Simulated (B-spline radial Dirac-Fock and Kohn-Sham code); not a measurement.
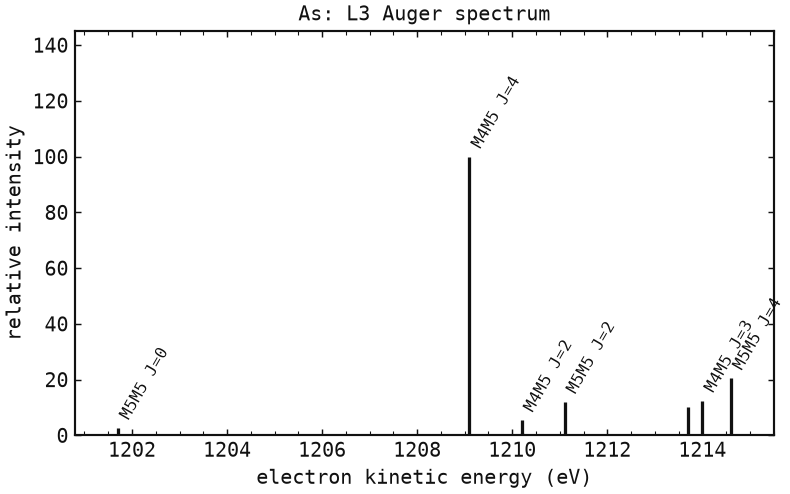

The Auger multiplet of an L3 hole with both final holes in M45, lines labelled by the leading pair of holes and J, as sticks. Kinetic energies count from the vacuum level; very weak lines are left out. Lines are named by their largest jj component, which in light atoms can differ from the customary names. System: neutral As ([Ar] 3d10 4s2 4p3). Computed with a B-spline radial atomic code: Dirac–Fock ΔSCF energies in intermediate coupling of the two holes, Coulomb rates, valence shells as spectators.

How wide is the L3 level from this decay?

Answer. 0.374 eV from this multiplet.

Which line is strongest?

Answer. L3-M4M5 J=4 at 1.209 keV, 61 % of the multiplet.
